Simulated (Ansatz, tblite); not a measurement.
**(Br2In-mu-Cl)2 (In₂Br₄Cl₂): rung by rung**

How do method and basis change the picture of (Br2In-mu-Cl)2 (In₂Br₄Cl₂) (singlet)?

Method: as each input shows; program: Ansatz 0.2.0, Gaussian basis.

Levels to be run: GFN1-xTB, GFN2-xTB, PBE-D4/def2-TZVP, r2SCAN-D4/def2-TZVP, BLYP-D4/def2-TZVP, B2PLYP/def2-TZVP, B3LYP-D4/def2-TZVP, PBE-D4/def2-SVP, PBE0-D4/def2-SVP, CCSD(T)/def2-SVP, MP2/def2-TZVP, RPA/def2-TZVP.

4 further runs of the same task are left out: 4 set aside as unsound or not needed. Runs told in other sessions of the task aren't counted.

### 1 The relaxed structure

The singlet was relaxed beforehand with r2SCAN-D4/def2-SVP.

8 atoms, charge 0, spin multiplicity 1.

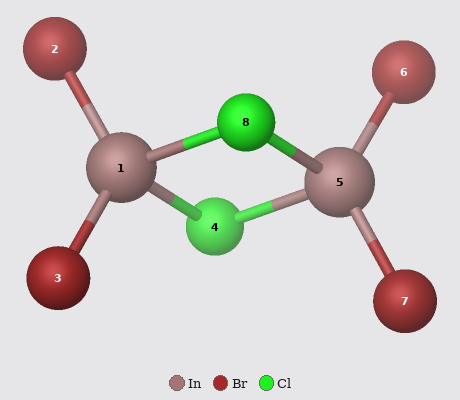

The structure; indium brown, bromine red, chlorine green; atoms are numbered from 1 in the order of the file.

As a file:

```xyz
8
charge 0, multiplicity 1
In   -0.62826   -0.96127   -1.43624
Br   -3.06600   -1.23373   -1.59923
Br    1.07278   -1.83305   -2.98225
Cl   -0.10728    1.48035   -0.94415
In    0.62708    0.96155    1.43645
Br   -1.05864    1.84570    2.99213
Br    3.06752    1.21851    1.58446
Cl    0.09280   -1.47808    0.94883
```

In takes a core potential in the def2 sets. No spin-orbit coupling is included.

PBE0-D4/def2-TZVP was run before; its log isn't repeated, and its numbers join the tables.

### 2 GFN1-xTB

Tight binding, by tblite at 300 K electronic temperature and without a spin-polarisation term:

```python
tblite.interface.Calculator('GFN1-xTB', numbers, positions, charge=0, uhf=0).singlepoint()
```

Energy -745.5413 eV, HOMO -11.80 eV, LUMO -8.15 eV; 0.018 s.

### 3 GFN2-xTB

Tight binding, by tblite at 300 K electronic temperature and without a spin-polarisation term:

```python
tblite.interface.Calculator('GFN2-xTB', numbers, positions, charge=0, uhf=0).singlepoint()
```

Energy -769.0490 eV, HOMO -12.55 eV, LUMO -9.42 eV; 0.021 s.

### 4 PBE-D4/def2-TZVP

start.molden holds the orbitals of an earlier run on this state, given as this run's starting guess.

The input, in.yaml:

```yaml
crystal:
  periodic: [false, false, false]
  atoms:
    - {symbol: In, position_ang: [-0.628260, -0.961270, -1.436241]}
    - {symbol: Br, position_ang: [-3.066004, -1.233733, -1.599234]}
    - {symbol: Br, position_ang: [1.072778, -1.833045, -2.982249]}
    - {symbol: Cl, position_ang: [-0.107277, 1.480350, -0.944151]}
    - {symbol: In, position_ang: [0.627080, 0.961553, 1.436452]}
    - {symbol: Br, position_ang: [-1.058638, 1.845704, 2.992134]}
    - {symbol: Br, position_ang: [3.067525, 1.218506, 1.584463]}
    - {symbol: Cl, position_ang: [0.092796, -1.478075, 0.948826]}
basis:
  gaussian: {orbitals: def2-TZVP, initial_orbitals: start.molden}
hamiltonian: {xc: pbe, dispersion: d4}
scf: {omitted_lower_state_checks: [starts]}
output: {forces: true, orbitals: {seedname: orbitals}}
```

On the command line:

```sh
ansatz run in.yaml --threads 2 --pin off --events-out ev --progress --plain --max-ram 32768MiB --backend cuda --devices 0, --max-vram 18GiB
```

Standard output:

```text
Functional definition: PBE
  name "PBE"
  cite "Perdew, Burke & Ernzerhof, Phys. Rev. Lett. 77, 3865 (1996) doi:10.1103/PhysRevLett.77.3865"
  parent pbe
  parameter kappa = 0.804
  parameter beta = 0.06672455060314922
  exchange = pbe_x(kappa = kappa, mu = beta*pi^2/3)
  correlation = pbe_c(beta = beta)
these checks for a lower state are left out or cut short: starts
2792 factors; their error is unknown
mean field evaluation 1: about -315536.7932 eV, gradient 2.0e1 eV
mean field evaluation 2: about -315537.0685 eV, gradient 4.0e-1 eV
mean field evaluation 4: about -315536.9830 eV, gradient 1.3e-1 eV
mean field evaluation 8: about -315536.9830 eV, gradient 9.0e-6 eV
mean field -315536.98298068 eV, -11595.7702458910 hartree, gradient 9.0e-6 eV, S^2 0.000000; 0 other end points of the search recorded, 0 dependent functions left out
the calculation of the forces begins
reference -315536.98304201 eV, -11595.7702481452 hartree; 108, 108 occupied and 258, 258 virtual orbitals, 2792 factors
Total energy: -315537.49343837 eV, -11595.7890048652 hartree
Atom 0 at    -0.628260    -0.961270    -1.436241 Å, force     0.025502     0.038804     0.058645 eV/Å
Atom 1 at    -3.066004    -1.233733    -1.599234 Å, force     0.015144     0.004194     0.003811 eV/Å
Atom 2 at     1.072778    -1.833045    -2.982249 Å, force    -0.008350     0.006731     0.011983 eV/Å
Atom 3 at    -0.107277     1.480350    -0.944151 Å, force     0.001651    -0.020784     0.013417 eV/Å
Atom 4 at     0.627080     0.961553     1.436452 Å, force    -0.025691    -0.038951    -0.058315 eV/Å
Atom 5 at    -1.058638     1.845704     2.992134 Å, force     0.008218    -0.007585    -0.011994 eV/Å
Atom 6 at     3.067525     1.218506     1.584463 Å, force    -0.015294    -0.003134    -0.004222 eV/Å
Atom 7 at     0.092796    -1.478075     0.948826 Å, force    -0.001181     0.020724    -0.013326 eV/Å
Dipole moment:    -0.001403     0.000269     0.000290 e Å
Checks for a lower state left out: starts
```

It took 7.5 s on 1 × H100 (card shared with other runs) with 2 threads of AMD EPYC 7R13, shared host; peak host memory 0.92 GiB.

From the report: HOMO -7.54 eV, LUMO -4.04 eV.

### 5 r2SCAN-D4/def2-TZVP

in.yaml: that of step 4 with these lines changed.

```diff
@@ -13,4 +13,4 @@
   gaussian: {orbitals: def2-TZVP, initial_orbitals: start.molden}
-hamiltonian: {xc: pbe, dispersion: d4}
+hamiltonian: {xc: r2scan, dispersion: d4}
 scf: {omitted_lower_state_checks: [starts]}
-output: {forces: true, orbitals: {seedname: orbitals}}
+output: {orbitals: {seedname: orbitals}}
```

The command is unchanged.

Standard output:

```text
Functional definition: r2SCAN
  name "r2SCAN"
  cite "Furness, Kaplan, Ning, Perdew & Sun, J. Phys. Chem. Lett. 11, 8208 (2020) doi:10.1021/acs.jpclett.0c02405"
  cite "Furness, Kaplan, Ning, Perdew & Sun, J. Phys. Chem. Lett. 11, 9248 (2020) doi:10.1021/acs.jpclett.0c03077"
  parent r2scan
  parameter k0 = 0.174
  parameter k1 = 0.065
  parameter a1 = 4.9479
  exchange = r2scan_x(k0 = k0, k1 = k1, a1 = a1)
  correlation = r2scan_c
these checks for a lower state are left out or cut short: starts
2792 factors; their error is unknown
mean field evaluation 1: about -315590.2310 eV, gradient 1.6e1 eV
mean field evaluation 2: about -315590.3279 eV, gradient 1.6e-1 eV
mean field evaluation 4: about -315590.2299 eV, gradient 2.7e-4 eV
mean field -315590.22985900 eV, -11597.7270325773 hartree, gradient 1.3e-5 eV, S^2 0.000000; 0 other end points of the search recorded, 0 dependent functions left out
reference -315590.22987581 eV, -11597.7270331953 hartree; 108, 108 occupied and 258, 258 virtual orbitals, 2792 factors
Total energy: -315590.35795666 eV, -11597.7317400796 hartree
Checks for a lower state left out: starts
```

It took 8.5 s on 1 × H100 (card shared with other runs) with 2 threads of AMD EPYC 7R13, shared host; peak host memory 0.96 GiB.

Report: HOMO -7.91 eV, LUMO -3.90 eV.

### 6 BLYP-D4/def2-TZVP

in.yaml: that of step 5 with these lines changed.

```diff
@@ -13,3 +13,3 @@
   gaussian: {orbitals: def2-TZVP, initial_orbitals: start.molden}
-hamiltonian: {xc: r2scan, dispersion: d4}
+hamiltonian: {xc: {name: BLYP}, dispersion: d4}
 scf: {omitted_lower_state_checks: [starts]}
```

Same command.

Standard output:

```text
Functional definition: BLYP
  name "BLYP"
  cite "Becke, Phys. Rev. A 38, 3098 (1988) doi:10.1103/PhysRevA.38.3098"
  cite "Lee, Yang & Parr, Phys. Rev. B 37, 785 (1988) doi:10.1103/PhysRevB.37.785"
  parameter beta = 0.0042
  parameter a = 0.04918
  parameter b = 0.132
  parameter c = 0.2533
  parameter d = 0.349
  exchange = b88_x(beta = beta)
  correlation = lyp_c(a = a, b = b, c = c, d = d)
these checks for a lower state are left out or cut short: starts
2792 factors; their error is unknown
mean field evaluation 1: about -315588.6882 eV, gradient 2.5e1 eV
mean field evaluation 2: about -315589.2047 eV, gradient 6.4e-1 eV
mean field evaluation 4: about -315589.1216 eV, gradient 1.2e-1 eV
mean field -315589.12163256 eV, -11597.6863060071 hartree, gradient 2.9e-5 eV, S^2 0.000000; 0 other end points of the search recorded, 0 dependent functions left out
reference -315589.12211876 eV, -11597.6863238743 hartree; 108, 108 occupied and 258, 258 virtual orbitals, 2792 factors
Total energy: -315590.12205304 eV, -11597.7230707814 hartree
Checks for a lower state left out: starts
```

It took 5 s on 1 × H100 (card shared with other runs) with 2 threads of AMD EPYC 7R13, shared host; peak host memory 0.92 GiB.

From the report: HOMO -7.36 eV, LUMO -3.97 eV.

### 7 B2PLYP/def2-TZVP

in.yaml: that of step 6 with these lines changed.

```diff
@@ -13,4 +13,3 @@
   gaussian: {orbitals: def2-TZVP, initial_orbitals: start.molden}
-hamiltonian: {xc: {name: BLYP}, dispersion: d4}
+hamiltonian: {xc: {name: B2PLYP}}
 scf: {omitted_lower_state_checks: [starts]}
-output: {orbitals: {seedname: orbitals}}
```

The command is unchanged.

Standard output:

```text
Functional definition: B2PLYP
  name "B2PLYP"
  cite "Grimme, J. Chem. Phys. 124, 034108 (2006) doi:10.1063/1.2148954"
  cite "Becke, Phys. Rev. A 38, 3098 (1988) doi:10.1103/PhysRevA.38.3098"
  cite "Lee, Yang & Parr, Phys. Rev. B 37, 785 (1988) doi:10.1103/PhysRevB.37.785"
  parameter a = 0.53
  parameter c = 0.27
  exchange = (1 - a)*b88_x + a*exact_x
  correlation = (1 - c)*lyp_c + c*(mp2_os + mp2_ss)
these checks for a lower state are left out or cut short: starts
2694 factors; integrals over basis functions are off by at most 8.7e-4 eV
mean field evaluation 1: about -315510.8035 eV, gradient 2.0e1 eV
mean field evaluation 2: about -315511.0426 eV, gradient 3.8e-1 eV
mean field evaluation 4: about -315511.3126 eV, gradient 4.3e-3 eV
mean field evaluation 8: about -315511.3126 eV, gradient 2.8e-6 eV
mean field -315511.31264750 eV, -11594.8268785467 hartree, gradient 5.2e-6 eV, S^2 0.000000; 0 other end points of the search recorded, 0 dependent functions left out
54 core orbitals not correlated: weight in the atoms' cores, before any rotation towards them, 1.000 or more for the frozen orbitals, at most 0.000 for the correlated occupied ones
reference -315511.31287906 eV, -11594.8268870563 hartree; 54, 54 occupied and 258, 258 virtual orbitals, 2694 factors
second order -65.48100784 eV of doubles, -0.00000000 eV of singles
Total energy: -315528.99275117 eV, -11595.4766103727 hartree
Checks for a lower state left out: starts
```

It took 11 s on 1 × H100 (card shared with other runs) with 2 threads of AMD EPYC 7R13, shared host; peak host memory 1.7 GiB.

### 8 B3LYP-D4/def2-TZVP

in.yaml: that of step 7 with these lines changed.

```diff
@@ -13,3 +13,4 @@
   gaussian: {orbitals: def2-TZVP, initial_orbitals: start.molden}
-hamiltonian: {xc: {name: B2PLYP}}
+hamiltonian: {xc: {name: B3LYP}, dispersion: d4}
 scf: {omitted_lower_state_checks: [starts]}
+output: {orbitals: {seedname: orbitals}}
```

Same command.

Standard output:

```text
Functional definition: B3LYP
  name "B3LYP"
  cite "Stephens, Devlin, Chabalowski & Frisch, J. Phys. Chem. 98, 11623 (1994) doi:10.1021/j100096a001"
  cite "Becke, Phys. Rev. A 38, 3098 (1988) doi:10.1103/PhysRevA.38.3098"
  cite "Lee, Yang & Parr, Phys. Rev. B 37, 785 (1988) doi:10.1103/PhysRevB.37.785"
  cite "Vosko, Wilk & Nusair, Can. J. Phys. 58, 1200 (1980) doi:10.1139/p80-159"
  parameter a0 = 0.2
  parameter ax = 0.72
  parameter ac = 0.81
  exchange = (1 - a0 - ax)*slater_x + ax*b88_x + a0*exact_x
  correlation = (1 - ac)*vwn_rpa_c + ac*lyp_c
these checks for a lower state are left out or cut short: starts
3108 factors; their error is unknown
mean field evaluation 1: about -315594.8138 eV, gradient 1.1e1 eV
mean field evaluation 2: about -315594.9246 eV, gradient 1.3e-1 eV
mean field evaluation 4: about -315596.4330 eV, gradient 6.3e-4 eV
mean field -315596.43297552 eV, -11597.9549929049 hartree, gradient 2.1e-5 eV, S^2 0.000000; 0 other end points of the search recorded, 0 dependent functions left out
reference -315596.43333999 eV, -11597.9550062988 hartree; 108, 108 occupied and 258, 258 virtual orbitals, 3108 factors
Total energy: -315597.26911419 eV, -11597.9857204344 hartree
Checks for a lower state left out: starts
```

Wall time 7.5 s (1 × H100 (card shared with other runs) with 2 threads of AMD EPYC 7R13, shared host); peak host memory 0.94 GiB.

Report: HOMO -8.56 eV, LUMO -3.52 eV.

(Part 1 of 2 ends here.)
